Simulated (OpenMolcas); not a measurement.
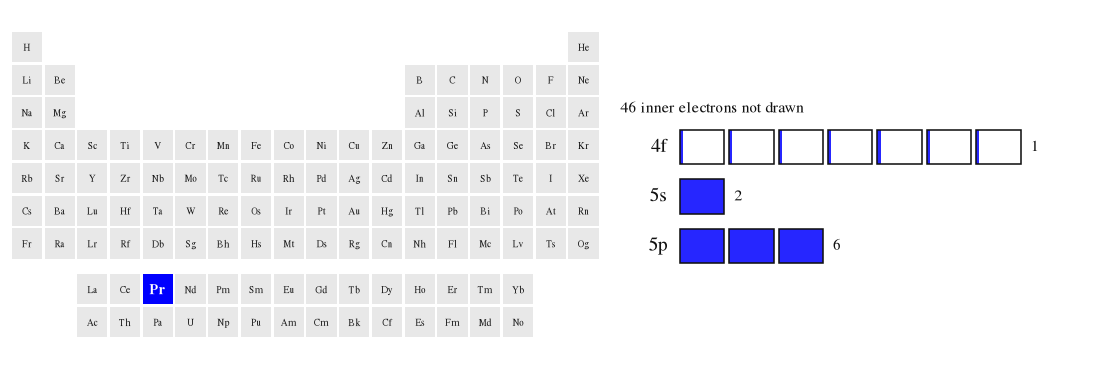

Figure 1. Left, the place of praseodymium in the periodic table; right, the outer shells of the leading configuration of the lowest level: a box for each of the 2l + 1 orbitals, shaded by the share of the shell that is filled, with the electron count at the right.

# Pr⁴⁺ complex: multiconfigurational calculation

System: Pr⁴⁺ with 2 ligands (F; linear, 1.9 Å), with no charges around it.
Method: state-averaged CASSCF, active space 1 electron in the shell 4f, basis ANO-RCC-VDZP on the metal and ANO-RCC-VDZP on the ligands, DKH2 scalar Hamiltonian, spin-orbit coupling by RASSI with atomic mean-field integrals (OpenMolcas).

## Summary

```tsv
quantity	value
outcome	converged
energy of the lowest spin-free term	−9428.19504 hartree
energy of the lowest spin-orbit level	−9428.20276 hartree
largest spread among components of a term	0.0 cm⁻¹
hardware	1 thread of Arm Neoverse V1, 24 GiB of memory available, shared host
wall time	6.1 s
peak memory	0.6 GiB
```

## Remarks

Caveats: covalent bonds, ligand orbitals missing from the active space; distances are set from ionic radii, not optimised.

## Input
```
&GATEWAY
Coord
3

Pr 0.0 0.0 0.0
F 0.000000 0.000000 1.900000
F 0.000000 0.000000 -1.900000
Basis=Pr.ANO-RCC-VDZP,F.ANO-RCC-VDZP
Group=XYZ
NoMove
AngMom=0.0 0.0 0.0
AMFI
RICD
&SEWARD
&RASSCF
FileOrb=start.orb
Symmetry=2
Spin=2
nActEl=1 0 0
Inactive=20 17
Ras2=0 7
CIRoot=7 7 1
SDav=7
CIMx=300
Iter=150 100
PrWF=0.3
OrbListing=Nothing
MaxOrb=0
LevShft=1.0
>>> COPY $Project.JobIph JOB001
&RASSI
NrOfJobIphs=1 7
1 2 3 4 5 6 7
IphNames
JOB001
EJob
SpinOrbit
DIPRint=1.0
SOCoupling=1000.0
Subsets=2
Property=9
'ANGMOM' 1 'ANGMOM' 2 'ANGMOM' 3 'MLTPL  1' 1 'MLTPL  1' 2 'MLTPL  1' 3
'AMFI' 1 'AMFI' 2 'AMFI' 3
SOProperty=3
'ANGMOM' 1 'ANGMOM' 2 'ANGMOM' 3
```

The file start.orb holds starting orbitals from an earlier step. A driver script formed the levels outside the program, from RASSI's spin-orbit matrix and the active-space energies, averaged over the components of each term or state.

Launched with:
```bash
OMP_NUM_THREADS=1 MOLCAS_MEM=2457 MOLCAS_PROJECT=a pymolcas a.inp > a.log  # once for each step of the input, in one work folder
```

## The program's output (extracts)
```
--- SEWARD ---
Basis set label: PR.ANO-RCC...7S6P4D2F1G.

      Electronic valence basis set:
      ------------------
      Associated Effective Charge  59.000000 au
      Associated Actual Charge     59.000000 au
      Nuclear Model: Point charge

      Shell  nPrim  nBasis  Cartesian Spherical Contaminant
         s      25       7        X
         p      22       6        X
         d      15       4                 X
         f      11       2                 X
         g       4       1                 X
                  Relativistic Douglas-Kroll-Hess integrals:
                    - DKH order of Hamiltonian: 2
                    - DKH order of Properties : 0
                  Atomic mean-field integrals
--- RASSCF ---
Wave function specifications:
      -----------------------------

      Number of closed shell electrons          74
      Number of electrons in active shells       1
      Max number of holes in RAS1 space          0
      Max nr of electrons in RAS3 space          0
      Number of inactive orbitals               37
      Number of active orbitals                  7
      Number of secondary orbitals              52
      Spin quantum number                      0.5
      State symmetry                             2
Orbital specifications:
      -----------------------

      Symmetry species                           1   2
                                                ag  au
      Frozen orbitals                            0   0
      Inactive orbitals                         20  17
      Active orbitals                            0   7
      RAS1 orbitals                              0   0
      RAS2 orbitals                              0   7
      RAS3 orbitals                              0   0
      Secondary orbitals                        30  22
      Deleted orbitals                           0   0
      Number of basis functions                 50  46
      Number of CSFs                             7
      Number of root(s) required                 7
      Iter CI   SX   CI       RASSCF       Energy    max ROT     max BLB   max BLB  Level Ln srch  Step   QN
          iter iter root      energy       change     param      element    value   shift minimum  type update
 Nr of preliminary CI iterations:   1
      Total energies have been shifted. Add                -9000.00 au
        1   1    9    0  -427.24471867    0.00E+00  -9.42E-02   12  37 2 -5.09E-01*  1.28   0.00    SX    NO
        2   1   10    0  -427.92509043   -6.80E-01* -8.15E-02   20  23 1  2.79E-01*  0.78   0.00    SX    NO
        3   1   10    0  -428.09688606   -1.72E-01*  5.50E-02   20  23 1  1.36E-01*  0.70   0.00    SX    NO
        4   1    9    0  -428.14754301   -5.07E-02*  3.64E-02   17  21 2  8.36E-02*  0.75   0.00    SX    NO
        5   1    9    0  -428.16499673   -1.75E-02*  4.60E-02   17  21 2  6.05E-02*  0.77   2.50    LS   YES
        6   1    9    0  -428.17496525   -9.97E-03*  1.99E-02   12  21 2  3.06E-02*  0.81   1.18    QN   YES
        7   1    8    0  -428.17756925   -2.60E-03*  1.70E-02   17  21 2  2.00E-02*  0.80   1.90    LS   YES
        8   1    8    0  -428.17831493   -7.46E-04* -1.11E-02   17  21 2  1.70E-02*  0.80   1.06    QN   YES
        9   1    8    0  -428.17936617   -1.05E-03* -1.14E-02   17  21 2  1.15E-02*  0.80   2.07    LS   YES
       10   1    8    0  -428.17975072   -3.85E-04* -5.64E-03   17  42 1  9.85E-03*  0.81   1.04    QN   YES
       11   1    8    0  -428.18011207   -3.61E-04* -6.04E-03   17  21 2  5.69E-03*  0.81   2.10    LS   YES
       12   1    8    0  -428.18024756   -1.35E-04*  5.78E-03   20  23 1  7.60E-03*  0.81   1.02    QN   YES
       13   1    7    0  -428.18034669   -9.91E-05*  2.76E-03   20  23 1  3.09E-03*  0.81   1.48    QN   YES
       14   1    7    0  -428.18038026   -3.36E-05* -1.11E-03   16  20 2  1.31E-03*  0.81   1.34    QN   YES
       15   1    6    0  -428.18038694   -6.68E-06* -4.38E-04   16  20 2  5.20E-04*  0.81   1.32    QN   YES
       16   1    6    0  -428.18038810   -1.16E-06* -1.15E-04   20  41 1  2.09E-04*  0.81   1.29    QN   YES
       17   1    5    0  -428.18038828   -1.80E-07*  5.79E-05   20  35 1 -1.19E-04*  0.81   1.32    QN   YES
       18   1    5    0  -428.18038832   -3.35E-08*  3.02E-05   20  35 1 -4.90E-05   0.81   1.34    QN   YES
       19   1    4    0  -428.18038832   -6.39E-09  -8.85E-06   20  35 1 -1.27E-05   0.81   1.29    QN   YES
      Convergence after 19 iterations
       20   1    4    0  -428.18038832   -9.09E-10  -8.85E-06   17  34 2 -5.25E-06   0.81   1.29    QN   YES
      Natural orbitals and occupation numbers for root  1
      sym 2:   1.000000   0.000000   0.000000   0.000000   0.000000   0.000000  -0.000000
      Natural orbitals and occupation numbers for root  2
      sym 2:  -0.000000  -0.000000  -0.000000   0.000000  -0.000000  -0.000000   1.000000
      Natural orbitals and occupation numbers for root  3
      sym 2:   1.000000   0.000000   0.000000   0.000000   0.000000   0.000000   0.000000
::    RASSCF root number  1 Total energy:  -9428.19504424
::    RASSCF root number  2 Total energy:  -9428.19504424
::    RASSCF root number  3 Total energy:  -9428.19377508
::    RASSCF root number  4 Total energy:  -9428.19377508
::    RASSCF root number  5 Total energy:  -9428.17444839
::    RASSCF root number  6 Total energy:  -9428.17444839
::    RASSCF root number  7 Total energy:  -9428.13618284
--- RASSI ---
SPIN-FREE ENERGIES:
  (Shifted by EMIN (a.u.) =      -9428.1950442394)

 SF State       Relative EMIN(au)   Rel lowest level(eV)    D:o, cm**(-1)      Abs_M

     1             0.0000000000        0.0000000000              0.0000         3.0
     2             0.0000000000        0.0000000000              0.0000         3.0
     3             0.0012691607        0.0345356230            278.5486         2.0
     4             0.0012691607        0.0345356230            278.5486         2.0
     5             0.0205958445        0.5604414791           4520.2654         1.0
     6             0.0205958445        0.5604414791           4520.2654         1.0
     7             0.0588613968        1.6017002034          12918.5834         0.0
     Dipole printing threshold changed to   1.00000000E+00
Eigenvalues of complex Hamiltonian:
   -----------------------------------
  (Shifted by EMIN (a.u.) =      -9428.1950442394)

 SO State       Relative EMIN(au)   Rel lowest level(eV)    D:o, cm**(-1)      Omega

     1            -0.0077183939        0.0000000000              0.0000         2.5
     2            -0.0077183939        0.0000000000              0.0000         2.5
     3            -0.0041228514        0.0978396947            789.1304         1.5
     4            -0.0041228514        0.0978396947            789.1304         1.5
     5             0.0059162583        0.3710177861           2992.4603         3.5
     6             0.0059162583        0.3710177861           2992.4603         3.5
     7             0.0070081750        0.4007303533           3232.1083         2.5
     8             0.0070081750        0.4007303533           3232.1083         2.5
     9             0.0173559492        0.6823076336           5503.1822         0.5
    10             0.0173559492        0.6823076336           5503.1822         0.5
    11             0.0240952645        0.8656937472           6982.2910         1.5
    12             0.0240952645        0.8656937472           6982.2910         1.5
    13             0.0600570056        1.8442625719          14874.9808         0.5
    14             0.0600570056        1.8442625719          14874.9808         0.5
Weights of the five most important spin-orbit-free states for each spin-orbit state.

 SO State  Total energy (au)           Spin-free states, spin, and weights
 -------------------------------------------------------------------------------------------------------
    1        -0.007718       2 0.5  0.4388    1 0.5  0.4388    4 0.5  0.0612    3 0.5  0.0612    5 0.5  0.0000
    2        -0.007718       2 0.5  0.4388    1 0.5  0.4388    4 0.5  0.0612    3 0.5  0.0612    5 0.5  0.0000
    3        -0.004123       3 0.5  0.4742    4 0.5  0.4742    5 0.5  0.0258    6 0.5  0.0258    1 0.5  0.0000
    4        -0.004123       3 0.5  0.4742    4 0.5  0.4742    5 0.5  0.0258    6 0.5  0.0258    1 0.5  0.0000
    5         0.005916       1 0.5  0.5000    2 0.5  0.5000    4 0.5  0.0000    3 0.5  0.0000    6 0.5  0.0000
    6         0.005916       2 0.5  0.5000    1 0.5  0.5000    4 0.5  0.0000    3 0.5  0.0000    6 0.5  0.0000
    7         0.007008       4 0.5  0.4388    3 0.5  0.4388    1 0.5  0.0612    2 0.5  0.0612    6 0.5  0.0000
    8         0.007008       4 0.5  0.4388    3 0.5  0.4388    2 0.5  0.0612    1 0.5  0.0612    6 0.5  0.0000
    9         0.017356       6 0.5  0.4860    5 0.5  0.4860    7 0.5  0.0280    3 0.5  0.0000    1 0.5  0.0000
   10         0.017356       6 0.5  0.4860    5 0.5  0.4860    7 0.5  0.0280    3 0.5  0.0000    1 0.5  0.0000
   11         0.024095       5 0.5  0.4742    6 0.5  0.4742    3 0.5  0.0258    4 0.5  0.0258    1 0.5  0.0000
   12         0.024095       5 0.5  0.4742    6 0.5  0.4742    3 0.5  0.0258    4 0.5  0.0258    1 0.5  0.0000
```

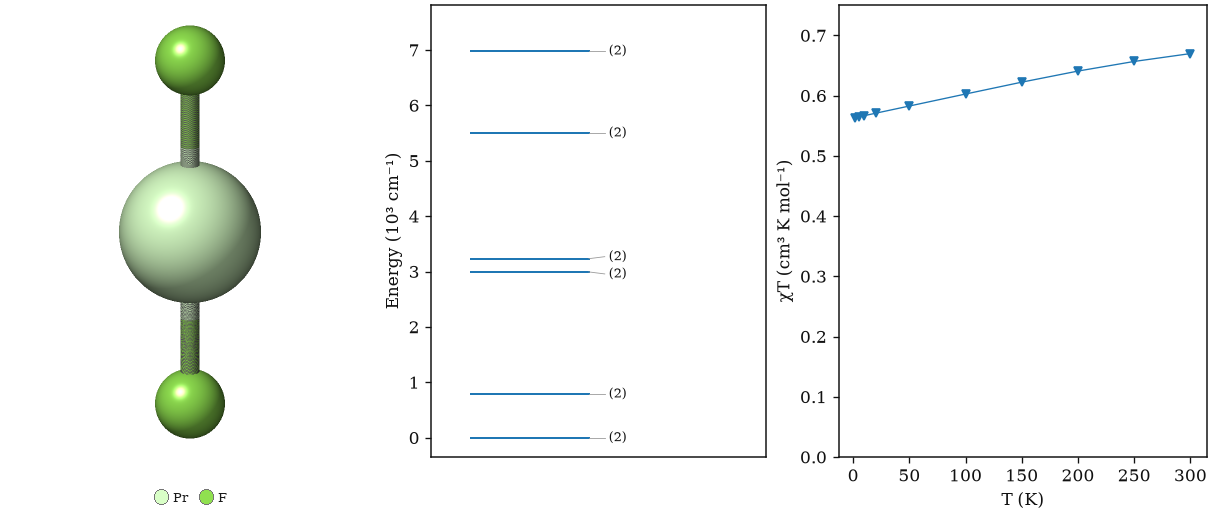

Figure 2. Pr⁴⁺ (4f) with 2 ligands, F⁻, at 1.9 Å (arrangement: linear, D∞h), and its levels and susceptibility. Labels give the representation in O, Td, D4 or D3 as the site allows (double group for half-integer spin) where it could be assigned and, in brackets, the degeneracy; spin-free states, where drawn, share the zero of the spin-orbit levels. Powder susceptibility by Van Vleck's formula. The ground level is a Kramers doublet, 100 % from states of spin multiplicity 2. Its principal g values are 0.00, 0.00 and 4.24, easy-axis. The next level lies at 789 cm⁻¹. χT is 0.564 cm³ K mol⁻¹ at 2 K and 0.670 at 300 K, an effective moment of 2.31 μB. The active orbitals hold 84 to 100 % metal character (Löwdin), and the Mulliken charge of the metal is +2.72.
